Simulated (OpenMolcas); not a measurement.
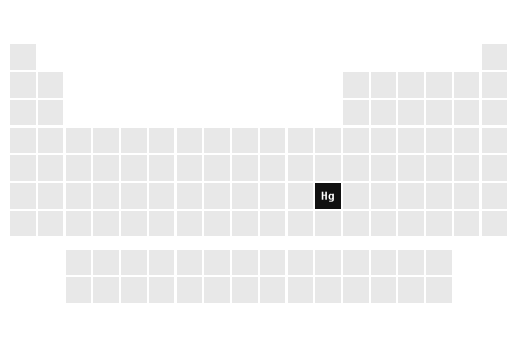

Figure 1. The place of mercury in the periodic table.

## Hg: multiconfigurational calculation

Hg. Level asked for: state-averaged MS-CASPT2, IPEA shift 0.25, imaginary shift 0.1 hartree, semicore shells correlated, active space 2 electrons in the shells 6s 6p, basis ANO-R2, X2C scalar Hamiltonian, spin-orbit coupling by RASSI with atomic mean-field integrals (OpenMolcas).

## What the run reported

- outcome: refused by the program
- hardware: 1 CPU thread, shared host

## What went wrong

The input is odd on purpose: too many frozen. The program refused the input; the driver noted: spin 1 odd left out: above the window. Caveats: CASPT2 multiplicity 1: _RC_INPUT_ERROR_.

## Input
```
&GATEWAY
Coord
1

Hg 0.0 0.0 0.0
Basis=ANO-R2
Group=XYZ
NoMove
AngMom=0.0 0.0 0.0
AMFI
&SEWARD
&RASSCF
FileOrb=start.orb
Symmetry=1
Spin=3
nActEl=2 0 0
Inactive=20 19
Ras2=1 3
CIRoot=3 3 1
SDav=3
CIMx=300
Iter=120 100
PrWF=0.3
OrbListing=Nothing
MaxOrb=0
Atom
>>> COPY $Project.JobIph JOB001
&RASSCF
FileOrb=start.orb
Symmetry=1
Spin=1
nActEl=2 0 0
Inactive=20 19
Ras2=1 3
CIRoot=1 1 1
SDav=7
CIMx=300
Iter=120 100
PrWF=0.3
OrbListing=Nothing
MaxOrb=0
Atom
>>> COPY $Project.JobIph JOB002
&RASSCF
FileOrb=start.orb
Symmetry=2
Spin=3
nActEl=2 0 0
Inactive=20 19
Ras2=1 3
CIRoot=3 3 1
SDav=3
CIMx=300
Iter=120 100
PrWF=0.3
OrbListing=Nothing
MaxOrb=0
Atom
>>> COPY $Project.JobIph JOB003
&RASSI
NrOfJobIphs=2 1 3
1
1 2 3
IphNames
JOB002
JOB003
EJob
SpinOrbit
DIPRint=1.0
SOCoupling=1000.0
Subsets=2
MEES
Property=10
'ANGMOM' 1 'ANGMOM' 2 'ANGMOM' 3 'MLTPL  1' 1 'MLTPL  1' 2 'MLTPL  1' 3
'AMFI' 1 'AMFI' 2 'AMFI' 3 'MLTPL  2' 6
SOProperty=3
'ANGMOM' 1 'ANGMOM' 2 'ANGMOM' 3
>>> COPY JOB002 $Project.JobIph
&CASPT2
Multistate=1 1
Frozen=35 39
IPEA=0.25
Imaginary=0.1
MaxIter=60
WThr=0.0 0.3 0.05
PrWF=0.5
NoMix
```

The file start.orb holds starting orbitals from an earlier step.

Command:
```bash
OMP_NUM_THREADS=1 MOLCAS_MEM=2252 MOLCAS_PROJECT=a pymolcas a.inp > a.log  # once for each step of the input, in one work folder
```

## The program's output (extracts)
```
|       MOLCAS_SOURCE = [file]
  |    MOLCAS_STRUCTURE = 0
  |
   ------------------------------------------------------------------------------------------
++ ---------   Input file   ---------
>>> COPY JOB002 $Project.JobIph
&CASPT2
Multistate=1 1
Frozen=35 39
IPEA=0.25
Imaginary=0.1
MaxIter=60
WThr=0.0 0.3 0.05
PrWF=0.5
NoMix
-- ----------------------------------
>>> COPY JOB002 a.JobIph
*** symbolic link created: INPORB -> a.RasOrb
--- Start Module: caspt2 at  ---
()()()()()()()()()()()()()()()()()()()()()()()()()()()()()()()()()()()()()()()()()()()()()()()()()()
                                              &CASPT2
                                   only a single process is used
                       available to each process: 2.3 GB of memory, 1 thread
()()()()()()()()()()()()()()()()()()()()()()()()()()()()()()()()()()()()()()()()()()()()()()()()()()
 ###    WARNING: User changed nr of frozen orbitals.                         ###
 ###    ERROR: Too many frozen orbitals!                                     ###
--- Stop Module: caspt2 at  /rc=_RC_INPUT_ERROR_ ---
.####################.
.# User input error #.
.####################.
```
